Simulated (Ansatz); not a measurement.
## Lattice dynamics of LiSc3 (built on the sites of a database entry of LiAl3)

Aim: the phonons of LiSc3 (built on the sites of a database entry of LiAl3) at a cell relaxed beforehand at this level. After the zone centre comes a 4×4×4 q mesh on a 12×12×12 k mesh.

Method: DFT PBEsol, scalar-relativistic, plane waves, PAW, in Ansatz 0.2.0.

The structure was built from a prototype and need not be the compound's stable phase.

**1. The structure**

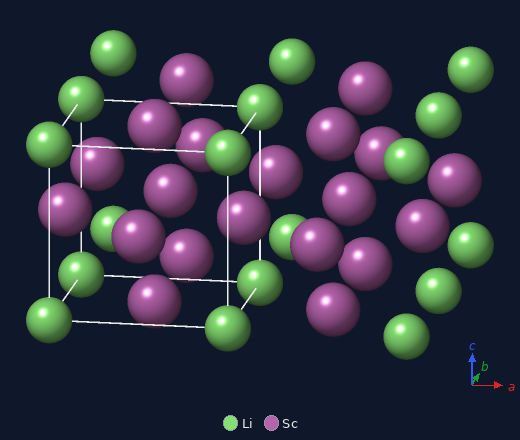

The cell as given, slightly off an axis (lithium green, scandium purple). 2×2×1 cells are drawn. Some periodic images of atoms are drawn too.

**2. Linear response at the zone centre**

The cell comes from relaxations at this level that are not shown. The zone centre comes first: it holds the modes that light can see, as far as symmetry allows. No field response is asked, since the mesh shows no gap.

Input file input.yaml:

```yaml
crystal:
  lattice:
    - [4.4755295906, 0.0, 0.0]
    - [0.0, 4.4755295906, 0.0]
    - [0.0, 0.0, 4.4755295906]
  atoms:
    - { symbol: Li, position: [0.0, 0.0, 0.0] }
    - { symbol: Sc, position: [0.5, 0.5, 0.0] }
    - { symbol: Sc, position: [0.5, 0.0, 0.5] }
    - { symbol: Sc, position: [0.0, 0.5, 0.5] }
kpoints:
  mp_grid: { grid: [12, 12, 12] }
hamiltonian:
  xc: pbesol
scf:
  occupations: { method: methfessel_paxton, width: 0.2 }
output:
  eigenvalues: true
phonons:
  method: dfpt
```

The run is started by

```bash
> ansatz run input.yaml --threads 4 --pin off --max-ram 14336MiB --backend cpu --events-out ev --progress --plain --runs-dir out
```

Numbers of over 12 decimals in the logs are rounded to 6 here.

Output:

```text
zone centre: on kpoints.mp_grid the ground state, and the responses unless they are solved on pairs of k-points, stand on 343 of the mesh's 1728 k-points, reduced under 8 symmetry operations, with k and −k counted as one. Each operation leaves every solved displacement unchanged or reverses it
Engine: ansatz 0.2.0, aarch64-unknown-linux-gnu
Pseudopotentials: kind: paw
Pseudopotential: Li, paw, valence charge 3, recommended cutoff 420 eV (normal), Li.paw.azcp
Pseudopotential: Sc, paw, valence charge 11, recommended cutoff 420 eV (normal), Sc.paw.azcp
Functional definition: PBEsol
  exchange = pbesol_x
  correlation = pbesol_c
Crystal: 4 atoms, lattice volume = 89.646 Å³
Basis set: ecut = 420 eV, 1743 PW (Γ), exchange–correlation on 60×60×60 points (8 copies of the dense FFT grid, shifted against one another)
Bands: 22, of which v1, the nominal top of the filled ones, is band 18 counted from 1 (17 counted from 0)
Symmetry: 48 space group operations
k-points: 343 of 1728 (irreducible under 8 space group operations)
Non-local potential: Li, projectors of the file, l = 0: 3, l = 1: 2, l = 2: 1
Non-local potential: Sc, projectors of the file, l = 0: 3, l = 1: 2, l = 2: 3, l = 3: 1
PAW form: soft (Blöchl's): semilocal exchange-correlation on the pseudo side does not see the compensation charge
PAW frozen core: Sc, regenerated for the run's functional, and the local potential with it (the file was generated under x = pbe(κ = 0.804, μ = 0.219515), c = pbe(β = 0.066725))
PAW one-centre angular grid: Li, 110 points (default); XC on 64 Gauss nodes
PAW one-centre angular grid: Sc, 590 points (default); XC on 64 Gauss nodes
Initial density: superposition of atomic densities (neutral atoms: chi_scale 0, normalization atom), corrected by the library's trained network
Initial wavefunctions: pseudopotential atomic-orbital guess
Functional: x = pbesol(κ = 0.804, μ = 0.123457), c = pbesol(β = 0.046)
SCF iter   1: F=—  HF=-6536.180653 eV  |F-HF|=—  |Δ(HF+E_count)|=         —  Δρ=4.67e-3  dr2=2.70e-2  ethr=1.77e-3  ⟨swp⟩=3.6  Hψ=62838  notcnv=0
automatic band count: the SCF goes on with 26 bands, as 22 were too few: they end inside the smearing window of the response
preconditioner: auto → Kerker (q_TF=auto, 2.343 Å⁻¹)  [metal: Δε(μ)=0.007 eV  Ē_g=2.683 eV  σ=0.200 eV  W_gap=0.03  n_scr=18 (ndim 8)  ℏωp=12.4 eV  f_vac=0.000  D(μ)=9.57/eV (n_scr^D=122)]
SCF iter   2: F=—  HF=-6536.174060 eV  |F-HF|=—  |Δ(HF+E_count)|=   6.59e-3  S|Δr|=    0.00e0  Δρ=2.13e-3  dr2=5.68e-3  ethr=7.49e-5  ⟨swp⟩=1.0  Hψ=11662  notcnv=0  defer=2
SCF iter   3: F=—  HF=-6536.172711 eV  |F-HF|=—  |Δ(HF+E_count)|=   1.35e-3  S|Δr|=    0.00e0  Δρ=6.11e-4  dr2=4.25e-4  ethr=1.58e-5  ⟨swp⟩=2.2  Hψ=10987  notcnv=0  defer=2
SCF iter   4: F=—  HF=-6536.172612 eV  |F-HF|=—  |Δ(HF+E_count)|=   9.98e-5  S|Δr|=    0.00e0  Δρ=1.02e-4  dr2=1.78e-5  ethr=1.18e-6  ⟨swp⟩=2.0  Hψ=9550  notcnv=0  defer=2
SCF iter   5: F=—  HF=-6536.172609 eV  |F-HF|=—  |Δ(HF+E_count)|=   2.72e-6  S|Δr|=    0.00e0  Δρ=2.76e-5  dr2=7.14e-7  ethr=4.95e-8  ⟨swp⟩=2.0  Hψ=10312  notcnv=0  defer=2
SCF iter   6: F=—  HF=-6536.172610 eV  |F-HF|=—  |Δ(HF+E_count)|=   8.19e-7  S|Δr|=    0.00e0  Δρ=8.08e-6  dr2=8.04e-8  ethr=1.98e-9  ⟨swp⟩=2.8  Hψ=15293  notcnv=0  defer=2
SCF iter   7: F=—  HF=-6536.172610 eV  |F-HF|=—  |Δ(HF+E_count)|=   1.60e-8  S|Δr|=    0.00e0  Δρ=1.61e-6  dr2=2.43e-9  ethr=2.23e-10  ⟨swp⟩=2.0  Hψ=13558  notcnv=0  defer=2
SCF iter   8: F=—  HF=-6536.172610 eV  |F-HF|=—  |Δ(HF+E_count)|=  4.49e-10  S|Δr|=    0.00e0  Δρ=2.76e-7  dr2=8.42e-11  ethr=6.76e-12  ⟨swp⟩=2.0  Hψ=13723  notcnv=0  defer=2
SCF iter   9: F=-6536.172610 eV  HF=-6536.172610 eV  |F-HF|=0.00e0  |Δ(HF+E_count)|=  1.82e-12  S|Δr|=    0.00e0  Δρ=3.12e-8  dr2=7.73e-13  ethr=1.00e-12  ⟨swp⟩=6.1  Hψ=33407  notcnv=0
SCF 1 converged in 9 iterations: F = -6536.172610 eV  dr2 = 7.73e-13
  greatest PAW one-centre occupation: 1.000 electrons in one spin orbital (limit 2), on the Li atom at site 0 (counted from 0), in its partial waves of l = 0
DFPT response loops at Γ: preconditioner auto → Kerker (q_TF=auto, 2.343 Å⁻¹) (partly filled bands, converged f_vac=0.000); β = 1.00, the filter's whole step (`scf.mixing.beta` (0.50) is not read by the response loops under this deck's `scf.mixing.preconditioner`; to damp them name `kerker` or `kerker_dos`, under which they read `scf.mixing.beta`, and type it under 1.00, their step now; both keys bind the ground state too); Broyden in place of MSR1
SCF converged after 9 iterations
Stability not checked: this state was not tested for a lower state beside it, because cold or Methfessel-Paxton smearing, or corrected tetrahedra, fill the levels in a way that the test cannot read (fill_not_monotonic; see scf.lower_state_search)
Free energy (F): -6536.172610 eV
Harris-Foulkes:  -6536.172610 eV  (|F-HF|=0.00e0)
Internal energy: -6536.157870 eV  (E = F + TS)
E sigma→0 (E₀):  -6536.168925 eV
Entropy (-TS):   -0.014740 eV (-3.685 meV/atom)
Fermi energy:    7.904955 eV
--- Per-component energies (eV) ---
  E_band       = -617.704524
  E_kinetic    = 802.900286
  E_local      = -2839.780432  (includes V_loc(G=0)·N_el)
  E_nonlocal   = 222.087283
  E_hartree    = 977.234757
  E_xc         = -318.762758
  E_vxc        = -396.937051  (∫ρ·V_xc dr)
  E_paw        = -2816.385792  (= ΣΔE_a)
  E_vpaw       = -360.444169  (= ΣTr[D̂ρ^β])
  E_aug_tail   = 0.000041  (compensation charges beyond the density's cutoff)
  E_ewald      = -2563.838330
  E_core_change = 0.387075  (= ΣΔE_core)
  E_smearing   = -0.014740  (= −TS)
  E_closure    = 0.000000  (closes the sum)
  Σ components = -6536.172610   (vs F -6536.172610, Δ=0.00e0)
--- Band table (eV; the first three rows and the last of 343) ---
  k-point 0: bands = [... 14 lower, 6.1391, 7.3009, 7.3009, 7.6661, 7.6661, 7.6661, 9.8382, 9.8382, ... 4 higher]
  k-point 1: bands = [... 14 lower, 6.1680, 7.2325, 7.3548, 7.6804, 7.6804, 7.6859, 9.6773, 9.6773, ... 4 higher]
  k-point 2: bands = [... 14 lower, 6.2365, 7.0406, 7.5120, 7.7209, 7.7209, 7.7424, 9.4130, 9.4130, ... 4 higher]
  k-point 342: bands = [... 14 lower, 6.6218, 6.6218, 6.6218, 8.1147, 8.1147, 8.1147, 8.2540, 9.2752, ... 4 higher]
--- Phonons (Γ-DFPT): 3 representative perturbations + reference, on 343 of 1728 k-points (Σ response iterations 9) ---
  k mesh reduced under 8 symmetry operations, with k and −k counted as one. Each operation leaves every solved displacement unchanged or reverses it
  ASR residual: 2.155e-5 → 0.000e0 eV/Å²; symmetrization residual: 1.604e-6 eV/Å²
  ASR residual per site (eV/Å²): 4.43e-6 2.16e-5 2.16e-5 2.16e-5
  Γ frequencies (cm⁻¹): 0.00 0.00 0.00 133.40 133.40 133.40 236.50 236.50 236.50 320.18 320.18 320.18
  non-analytic LO–TO correction: not included (Born effective charges unavailable; polar crystals: no LO–TO splitting at Γ)
```

Run time: 63 s. Hardware: 4 threads of Arm Neoverse V2, shared host; peak memory 2.8 GiB.

This step gave:

```
volume per atom                                         : 22.41 Å³
gap on the k-mesh                                       : 0 eV
sum-rule residual before enforcement                    : 2.16e-5 eV/Å²
point group                                             : m-3m
highest optical mode at the zone centre (no LO-TO term) : 320.2 cm⁻¹
lowest optical zone-centre mode                         : 133.4 cm⁻¹
```

Patterns of degenerate modes are one choice out of their space. Modes at Γ, with each element's share of the kinetic energy:

```
mode  frequency (cm⁻¹)  symmetry  Li %  Sc %
   1               0.0  acoustic     5    95
   2               0.0  acoustic     5    95
   3               0.0  acoustic     5    95
   4             133.4       T2u     0   100
   5             133.4       T2u     0   100
   6             133.4       T2u     0   100
   7             236.5       T1u     0   100
   8             236.5       T1u     0   100
   9             236.5       T1u     0   100
  10             320.2       T1u    95     5
  11             320.2       T1u    95     5
  12             320.2       T1u    95     5
```

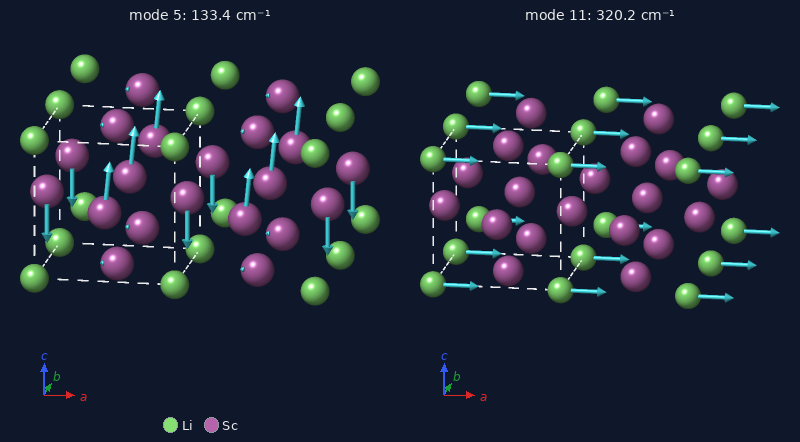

Displacement patterns of modes 5 and 11 at Γ; arrows are exaggerated. 2×2×1 cells are drawn. Some periodic images of atoms are drawn too.

Before it was imposed, the acoustic sum rule was missed by 2.2e-5 eV/Å². Small misses are needed for a sound result but don't prove that mesh and cutoff are converged. The lowest optical mode is real, 133 cm⁻¹.

**3. Response at finite wavevector**

Stability and thermal properties need the whole zone. Linear response on a 4×4×4 q mesh gives force constants as far as a supercell of that size would.

Changes to input.yaml since step 2:

```diff
@@ -20 +20,8 @@
   method: dfpt
+  qmesh: [4, 4, 4]
+  temperatures: { t_max: 1000, t_step: 50 }
+  qpath:
+    path:
+      - [[0.0, 0.0, 0.0], [0.0, 0.5, 0.0], [0.5, 0.5, 0.0], [0.0, 0.0, 0.0], [0.5, 0.5, 0.5], [0.0, 0.5, 0.0]]
+      - [[0.5, 0.5, 0.5], [0.5, 0.5, 0.0]]
+    npoints: 10
```

Output:

```text
[...]
Crystal: 4 atoms, lattice volume = 89.646 Å³
Basis set: ecut = 420 eV, 1743 PW (Γ), exchange–correlation on 60×60×60 points (8 copies of the dense FFT grid, shifted against one another)
Bands: 22, of which v1, the nominal top of the filled ones, is band 18 counted from 1 (17 counted from 0)
Symmetry: 48 space group operations
k-points: 84 of 1728
[...]
SCF iter   1: F=—  HF=-6536.180666 eV  |F-HF|=—  |Δ(HF+E_count)|=         —  Δρ=4.67e-3  dr2=2.69e-2  ethr=1.77e-3  ⟨swp⟩=3.6  Hψ=15319  notcnv=0
[...]
SCF iter   9: F=-6536.172610 eV  HF=-6536.172610 eV  |F-HF|=0.00e0  |Δ(HF+E_count)|=  1.82e-12  S|Δr|=    0.00e0  Δρ=3.14e-8  dr2=7.68e-13  ethr=1.00e-12  ⟨swp⟩=6.2  Hψ=8240  notcnv=0
SCF 1 converged in 9 iterations: F = -6536.172610 eV  dr2 = 7.68e-13
[...]
iter 1 solved again at ethr=8.85e-8 eV; its pass at ethr=3.10e-3 eV (dr2=3.19e-5 eV) is discarded
SCF iter   1: F=—  HF=-6536.172609 eV  |F-HF|=—  |Δ(HF+E_count)|=         —  Δρ=8.24e-7  dr2=7.48e-10  ethr=8.85e-8  ⟨swp⟩=3.2  Hψ=11650  notcnv=0
eigensolver tolerance schedule: the retry pair's looser diagonalisation over-reported the residual by 42596.49 of it (diagonalisation noise at an unbounded share of the residual, at the tolerance the schedule requests for it); recorded, not acted on — ethr = c·dr2/N_el stays at c = 1.0e-1
[...]
SCF iter   2: F=—  HF=-6536.172610 eV  |F-HF|=—  |Δ(HF+E_count)|=   1.01e-6  S|Δr|=    0.00e0  Δρ=4.45e-7  dr2=2.19e-10  ethr=2.08e-12  ⟨swp⟩=2.7  Hψ=3688  notcnv=0
[...]
SCF iter   5: F=-6536.172610 eV  HF=-6536.172610 eV  |F-HF|=6.37e-12  |Δ(HF+E_count)|=  9.09e-13  S|Δr|=    0.00e0  Δρ=8.12e-8  dr2=7.62e-12  ethr=1.00e-12  ⟨swp⟩=1.9  Hψ=2397  notcnv=0
SCF 2 converged in 5 iterations: F = -6536.172610 eV  dr2 = 7.62e-12
phonons: the bands overlap, so this run is a metal and interpolates without the dipole-dipole term. If the crystal is really an insulator or semiconductor, its LO-TO splitting is missing
NSCF: frozen V_eff on 84 k-points
[...]
DFPT response loops at q = (0, 0, 0) (fractional): preconditioner auto → Kerker (q_TF=auto, 2.343 Å⁻¹) (partly filled bands, converged f_vac=0.000); β = 1.00, the filter's whole step (`scf.mixing.beta` (0.50) is not read by the response loops under this deck's `scf.mixing.preconditioner`; to damp them name `kerker` or `kerker_dos`, under which they read `scf.mixing.beta`, and type it under 1.00, their step now; both keys bind the ground state too); Broyden in place of MSR1
[...]
SCF converged after 9 iterations
[...]
Free energy (F): -6536.172610 eV
[...]
Internal energy: -6536.157870 eV  (E = F + TS)
E sigma→0 (E₀):  -6536.168925 eV
Entropy (-TS):   -0.014740 eV (-3.685 meV/atom)
Fermi energy:    7.904955 eV
[...]
--- Band table (eV; the first three rows and the last of 84) ---
  k-point 0: bands = [... 14 lower, 6.1391, 7.3009, 7.3009, 7.6661, 7.6661, 7.6661, 9.8382, 9.8382, ... 4 higher]
  k-point 1: bands = [... 14 lower, 6.1680, 7.2325, 7.3548, 7.6804, 7.6804, 7.6859, 9.6773, 9.6773, ... 4 higher]
  k-point 2: bands = [... 14 lower, 6.2365, 7.0406, 7.5120, 7.7209, 7.7209, 7.7424, 9.4130, 9.4130, ... 4 higher]
  k-point 83: bands = [... 14 lower, 6.6218, 6.6218, 6.6218, 8.1147, 8.1147, 8.1147, 8.2540, 9.2752, ... 4 higher]
--- Phonons (Γ-DFPT): 3 representative perturbations + reference (Σ response iterations 9) ---
  ASR residual: 2.145e-5 → 0.000e0 eV/Å²; symmetrization residual: 1.750e-6 eV/Å²
  ASR residual per site (eV/Å²): 3.98e-6 2.15e-5 2.15e-5 2.15e-5
[...]
--- Phonons (arbitrary-q DFPT): 10 irreducible q on the 4×4×4 mesh ---
  q = [0.0000, 0.0000, 0.0000] (star 1, of the zone-centre solve; hermiticity 5.49e-7, symmetrization 1.59e-12): -0.00 -0.00 0.00 133.40 133.40 133.40 236.50 236.50 236.50 320.18 320.18 320.18
  q = [0.0000, 0.0000, 0.2500] (star 6, 7 solved perturbations in 3612 linear systems a pass and spin channel, the states on 588 of 1728 k-point pairs; hermiticity 4.36e-7, symmetrization 1.71e-12): 49.65 49.65 64.87 114.20 126.48 126.48 207.74 215.18 215.18 318.27 318.27 319.48
[...]
q = [0.0000, 0.2500, -0.5000] (star 12, 12 solved perturbations on 588 of 1728 k-point pairs; hermiticity 4.91e-7, symmetrization 1.81e-13): -36.86 71.28 90.74 100.71 107.89 146.14 156.31 172.17 197.75 312.45 313.69 314.61
[...]
sum rule: each row above includes the acoustic sum rule's correction from the zone centre's row sums; it moved no ω² by more than (0.39 cm⁻¹)²
  mesh force constants: q→R imaginary residual 7.00e-19; ASR residual 2.145e-5 → 0.000e0 eV/Å²; symmetrization residual 4.441e-15 eV/Å²
  interpolated dispersion: 62 rows × 12 modes
  density of states and harmonic sums: on the 16×16×16 q-mesh, interpolated from the force constants of a 4×4×4 supercell (no non-analytic term)
  largest difference from the sums on the solved wave vectors: F 1.38e-1 eV, S 1.79e-4 and C_V 4.09e-5 eV/K
  zero-point energy: 0.122017 eV/cell   skipped modes (ω ≤ 0): 211, of them read as no rigid motion or as one in doubt: 208 (1.263e0 modes/cell left out, lowest -127.30 cm⁻¹)   left out of the sums: 1.05e-1 of the cell's modes: C_V's classical limit lies that fraction below 3 k_B per atom; for a crystal, a wire or a layer, F and S can be off by more, and a phonons.interpolated_qmesh denser along its periods is the remedy for the sampling
```

Elapsed: 28 min, on 4 threads; peak memory 8.5 GiB; 1.9 h of CPU time.

This step gave:

```
sum-rule residual before enforcement                    : 2.15e-5 eV/Å²
lowest frequency on the path                            : -127.3 cm⁻¹
highest frequency on the path or at a solved wavevector : 320.2 cm⁻¹
lowest mode on the q mesh (acoustic modes at Γ apart)   : -127.3 cm⁻¹
```

Frequencies (cm⁻¹) solved at each irreducible wavevector; negative means imaginary. Frequencies by wavevector, by row:

```
q in reciprocal lattice units  star  mode 1  mode 2  mode 3  mode 4  mode 10  mode 11  mode 12
                        0 0 0     1       0       0       0   133.4    320.2    320.2    320.2
                     0 0 0.25     6    49.6    49.6    64.9   114.2    318.3    318.3    319.5
                     0 0 -0.5     3    87.8    87.8   102.8     106    317.7    317.7    317.9
                  0 0.25 0.25    12   -29.5      67    80.3   104.1    314.5    316.4    317.3
                  0 0.25 -0.5    12   -36.9    71.3    90.7   100.7    312.4    313.7    314.6
                  0 -0.5 -0.5     3   -61.1    93.4    93.4   101.2    309.8    310.8    310.8
               0.25 0.25 0.25     8   -35.5   -35.5   -19.5   122.3    309.9    309.9    312.5
               0.25 0.25 -0.5    12   -75.4   -48.2   -41.6   101.7    305.4    307.7    308.8
               0.25 -0.5 -0.5     6   -99.1   -85.5   -85.5     101    301.9      302      302
               -0.5 -0.5 -0.5     1  -127.3  -127.3  -127.3   100.2    294.1    294.1    294.1
```

Interpolated from a 4×4×4 q mesh. Phonon branches along the path, in cm⁻¹:

```
    point  branch 1  branch 2  branch 3  branch 4  branch 9  branch 10  branch 11  branch 12
        Γ         0         0         0       133       236        320        320        320
        X        88        88       103       106       192        318        318        318
        M       -61        93        93       101       207        310        311        311
        Γ         0         0         0       133       236        320        320        320
        R      -127      -127      -127       100       250        294        294        294
        X        88        88       103       106       192        318        318        318
jump to R      -127      -127      -127       100       250        294        294        294
        M       -61        93        93       101       207        310        311        311
```

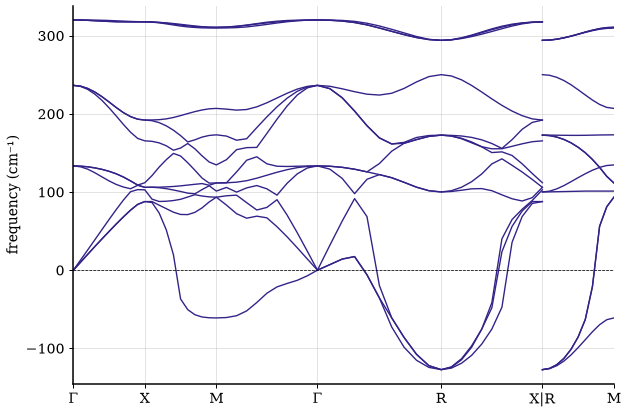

Phonon branches along the path.

[end of part 1 of 2]

[Logs are printed without paths, hosts, clocks, repeated set-up lines and the standing remarks that a program may print on its own settings, such as how far it seeks lower states.]

[Hosts, paths, dates, database ids (printed as entryN), source tags and the programs' standing remarks are cut or masked in the printed files.]
